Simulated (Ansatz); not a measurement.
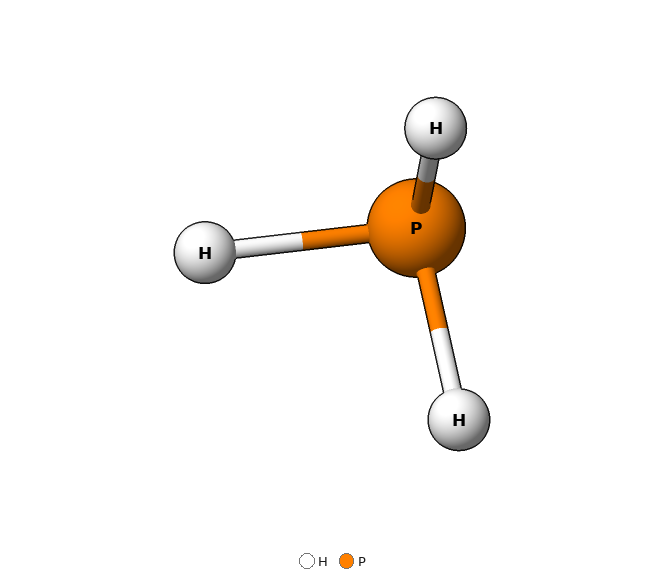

Harmonic vibrations computed with RKS PBE0-D4/def2-TZVP (Ansatz 0.2.0) at a stationary point of the same level.

> Is this a minimum or a saddle point?

A minimum: no imaginary frequency, and the lowest mode lies at 1004 cm⁻¹.

> How many vibrational modes are there, and where do they lie?

6 modes: 1004, 1134, 1134, 2411, 2423, 2423 cm⁻¹.
